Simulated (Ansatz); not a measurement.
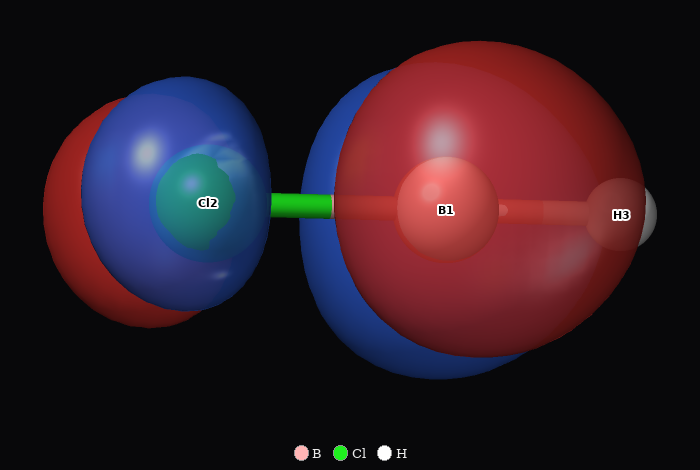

BClH (SMILES [BH+]Cl) (charge +1). The LUMO at ±0.15 Å⁻³ᐟ² (blue and red are the two phases), seen from one side.

Geometry: B3LYP-D4/def2-TZVP.

Theory: isolated molecule in a Gaussian basis; Kohn-Sham density functional theory, functional PBE0 in Ansatz.

### What is the character of this orbital?

Its weight (Hirshfeld) is mainly on B1 (about 65 %), Cl2 (about 30 %) and H3 (about 10 %); π-antibonding (π*) across B1–Cl2. It is one of a degenerate set, so its orientation is arbitrary. Its energy is −9.31 eV.
